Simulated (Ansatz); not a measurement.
# One shape, several levels: BH3 (SMILES [H]B([H])[H])

Aim: a comparison of 6 runs (UB3LYP/3-21G, UPBE/3-21G, revPBE/3-21G, SVWN5/6-31G*, RPA@PBE/6-31G*, CCSDT/3-21G) of BH3. 

The calculation is run with Ansatz 0.2.0.

69 further runs of the same task are left out: 2 that didn't finish, 67 set aside as unsound or not needed.

## Step 1: The system as given

The species is BH3 (4 atoms), meant as a singlet with charge 0. As SMILES, `[H]B([H])[H]`. The H4–B1 distance was set to 2.912 Å, away from the relaxed value. At this shape a bond of the SMILES string is far longer than usual.

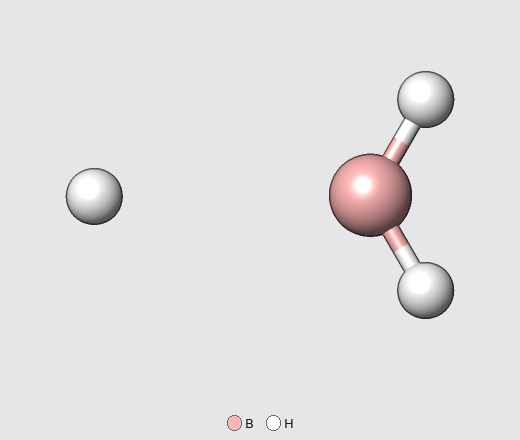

The structure, seen from a chosen angle (boron pink, hydrogen white).

## Step 2: A single-point energy at UB3LYP/3-21G (run 1)

input.yaml reads:

```yaml
crystal:
  periodic: [false, false, false]
  atoms:
    - {symbol: B, position_ang: [0.913050, 1.489755, -0.010655]}
    - {symbol: H, position_ang: [2.076860, 1.459405, 0.006025]}
    - {symbol: H, position_ang: [0.357650, 2.513135, -0.027905]}
    - {symbol: H, position_ang: [-0.608600, -0.993120, 0.004770]}
basis:
  gaussian:
    orbitals: 3-21G.json
magnetization:
  spin_polarized: true
hamiltonian:
  xc: {name: B3LYP}
accuracy: high
```

The basis set 3-21G is read from a file made from the Basis Set Exchange's data (not shown).

Started as:

```bash
$ ansatz run input.yaml --threads 1 --pin off --max-ram 2610MiB --events-out events.jsonl --progress --plain --runs-dir runs
```

Standard output:

```text
Warning: RAYON_NUM_THREADS=1 ignored (pool sized by the plan → 1); use --threads N
Functional definition: B3LYP
  name "B3LYP"
  parameter a0 = 0.2
  parameter ax = 0.72
  parameter ac = 0.81
  exchange = (1 - a0 - ax)*slater_x + ax*b88_x + a0*exact_x
  correlation = (1 - ac)*vwn_rpa_c + ac*lyp_c
287 factors; integrals over basis functions are off by at most 3.3e-9 eV
mean field evaluation 1: about -714.6376 eV, gradient 4.7e0 eV
mean field evaluation 2: about -712.9976 eV, gradient 1.1e1 eV
mean field evaluation 4: about -714.8777 eV, gradient 6.1e-1 eV
mean field evaluation 8: about -714.8602 eV, gradient 2.6e-3 eV
mean field evaluation 16: about -714.8602 eV, gradient 1.4e-8 eV
mean field evaluation 32: about -715.4985 eV, gradient 7.3e-2 eV
mean field -715.47820065 eV, -26.2933389053 hartree, gradient 2.9e-8 eV, S^2 0.792460; 3 other end points of the search recorded, 0 dependent functions left out
reference -715.47822746 eV, -26.2933398907 hartree; 4, 4 occupied and 11, 11 virtual orbitals, 287 factors
Total energy: -715.47822746 eV, -26.2933398907 hartree
```

It took 1.7 s on 1 thread of Arm Neoverse V1, shared host; peak memory 0.095 GiB.

## Step 3: The energy at UPBE/3-21G (run 2)

in.yaml reads:

```yaml
crystal:
  periodic: [false, false, false]
  atoms:
    - {symbol: B, position_ang: [0.913050, 1.489755, -0.010655]}
    - {symbol: H, position_ang: [2.076860, 1.459405, 0.006025]}
    - {symbol: H, position_ang: [0.357650, 2.513135, -0.027905]}
    - {symbol: H, position_ang: [-0.608600, -0.993120, 0.004770]}
basis:
  gaussian:
    orbitals: 3-21G.json
magnetization:
  spin_polarized: true
  initial_magnetization: 0
hamiltonian:
  xc: {name: PBE}
accuracy: high
```

The basis set 3-21G is read from a file made from the Basis Set Exchange's data (not shown).

Started as:

```bash
$ ansatz run in.yaml --threads 1 --pin off --max-ram 2610MiB --events-out events.jsonl --progress --plain --runs-dir runs
```

Standard output:

```text
Warning: RAYON_NUM_THREADS=1 ignored (pool sized by the plan → 1); use --threads N
Functional definition: PBE
  name "PBE"
  parameter kappa = 0.804
  parameter beta = 0.06672455060314922
  exchange = pbe_x(kappa = kappa, mu = beta*pi^2/3)
  correlation = pbe_c(beta = beta)
287 factors; integrals over basis functions are off by at most 3.3e-9 eV
mean field evaluation 1: about -712.9586 eV, gradient 6.4e0 eV
mean field evaluation 2: about -710.0498 eV, gradient 1.4e1 eV
mean field evaluation 4: about -712.8868 eV, gradient 5.5e0 eV
mean field evaluation 8: about -713.2652 eV, gradient 1.1e-3 eV
mean field evaluation 16: about -713.6596 eV, gradient 3.1e-2 eV
mean field evaluation 32: about -713.6576 eV, gradient 5.9e-3 eV
mean field -713.65757637 eV, -26.2264321973 hartree, gradient 2.8e-8 eV, S^2 0.773809; 3 other end points of the search recorded, 0 dependent functions left out
reference -713.65757837 eV, -26.2264322705 hartree; 4, 4 occupied and 11, 11 virtual orbitals, 287 factors
Total energy: -713.65757837 eV, -26.2264322705 hartree
```

Wall time 1.7 s (1 thread of Arm Neoverse V1, shared host); peak memory 0.094 GiB.

Run 3 isn't shown in full; the table further down has it.

## Step 4: A single-point energy at SVWN5/6-31G(d) (spherical functions) (run 4)

molecule.yaml reads:

```yaml
crystal:
  periodic: [false, false, false]
  atoms:
    - {symbol: B, position_ang: [0.913050, 1.489755, -0.010655]}
    - {symbol: H, position_ang: [2.076860, 1.459405, 0.006025]}
    - {symbol: H, position_ang: [0.357650, 2.513135, -0.027905]}
    - {symbol: H, position_ang: [-0.608600, -0.993120, 0.004770]}
basis:
  gaussian: {orbitals: 6-31G_st_-spherical.json}
total_charge: 0
hamiltonian: {xc: {name: SVWN5}}
accuracy: high
```

The basis set 6-31G* is read from a file made from the Basis Set Exchange's data (not shown).

Started as:

```bash
$ ansatz run molecule.yaml --threads 1 --pin off --max-ram 2610MiB --events-out events.jsonl --progress --plain --runs-dir runs
```

Standard output:

```text
Warning: RAYON_NUM_THREADS=1 ignored (pool sized by the plan → 1); use --threads N
Functional definition: SVWN5
  name "SVWN5"
  exchange = slater_x
  correlation = vwn5_c
409 factors; integrals over basis functions are off by at most 4.0e-9 eV
mean field evaluation 1: about -709.2061 eV, gradient 1.0e1 eV
mean field evaluation 2: about -707.4930 eV, gradient 1.7e1 eV
mean field evaluation 4: about -709.5759 eV, gradient 3.1e0 eV
mean field evaluation 8: about -709.6435 eV, gradient 1.0e-1 eV
mean field evaluation 16: about -709.6359 eV, gradient 1.1e-5 eV
mean field -709.63592146 eV, -26.0786391051 hartree, gradient 8.7e-8 eV, S^2 0.000000; 0 other end points of the search recorded, 0 dependent functions left out
reference -709.63592353 eV, -26.0786391813 hartree; 4, 4 occupied and 16, 16 virtual orbitals, 409 factors
Total energy: -709.63592353 eV, -26.0786391813 hartree
```

Run time: 0.36 s. Hardware: 1 thread of Arm Neoverse V1, shared host.

Run 5 isn't shown in full; the table further down has it.

## Step 5: The energy at CCSDT/3-21G (run 6)

run.yaml reads:

```yaml
crystal:
  periodic: [false, false, false]
  atoms:
    - {symbol: B, position_ang: [0.913050, 1.489755, -0.010655]}
    - {symbol: H, position_ang: [2.076860, 1.459405, 0.006025]}
    - {symbol: H, position_ang: [0.357650, 2.513135, -0.027905]}
    - {symbol: H, position_ang: [-0.608600, -0.993120, 0.004770]}
basis:
  gaussian:
    orbitals: 3-21G.json
correlation:
  method: ccsdt
  frozen_orbitals: {B: 1, H: 0}
accuracy: high
scf:
  omitted_lower_state_checks: [cluster_reference, increment]
```

The basis set 3-21G is read from a file made from the Basis Set Exchange's data (not shown).

Started as:

```bash
$ ansatz run run.yaml --threads 1 --pin off --max-ram 2610MiB --events-out events.jsonl --progress --plain --runs-dir runs
```

Standard output:

```text
Warning: RAYON_NUM_THREADS=1 ignored (pool sized by the plan → 1); use --threads N
[... 11 lines left out ...]
1 core orbitals not correlated: weight in the atoms' cores, before any rotation towards them, 1.000 or more for the frozen orbitals, at most 0.000 for the correlated occupied ones
[... 31 lines left out ...]
WARN: these amplitudes may be one of several solutions (largest doubles amplitude 0.60, level shift 3.92 eV)
Total energy: -711.87247401 eV, -26.1608308953 hartree
Checks for a lower state left out: cluster_reference, increment
```

Wall time 0.2 s (1 thread of Arm Neoverse V1, shared host).

## Step 6: All runs side by side

| run | level | frozen core orbitals | energy (Eh) | wall time |
| --- | --- | --- | --- | --- |
| 1 | UB3LYP/3-21G | – | -26.293340 | 1.7 s |
| 2 | UPBE/3-21G | – | -26.226432 | 1.7 s |
| 3 | revPBE/3-21G | – | -26.263190 | 0.42 s |
| 4 | SVWN5/6-31G* (spherical functions) | – | -26.078639 | 0.36 s |
| 5 | RPA@PBE/6-31G* (spherical functions) | 1 | -26.376114 | 0.85 s |
| 6 | CCSDT/3-21G | 1 | -26.160831 | 0.2 s |

## Step 7: Results

| quantity | value |
| --- | --- |
| run 6: total energy | -26.16083 Eh |
| run 6: correlation energy (1 core orbital frozen) | -149.3 mEh |
| run 6: T1 diagnostic | 0.052 |

What this shows: Totals of different functionals can't be ranked against each other. In runs 5, 6 the log says that unrestricted orbitals would lower the reference, so the values rest on an unstable closed-shell determinant (other closed-shell runs at this shape may share the fault). Spin contamination of the reference: run 1 ⟨S²⟩ = 0.79, run 2 ⟨S²⟩ = 0.77. Where it is this large, the reference is a mixture of spin states, and values that rest on it are in doubt. All runs together took 5.3 s, the longest 1.7 s.
